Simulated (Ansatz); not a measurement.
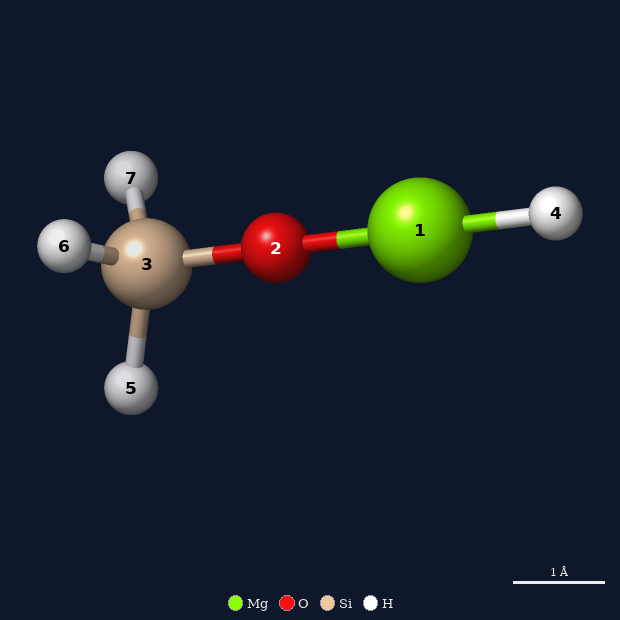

Source: calculation with Ansatz.

Geometry: moved along internal coordinates away from the minimum.

Which atoms are bonded, and how long are the bonds?

```
  bond  length (Å)
Mg1–O2       1.795
Mg1–H4       1.687
O2–Si3       1.611
Si3–H5       1.493
Si3–H6       1.224
Si3–H7       1.493
```
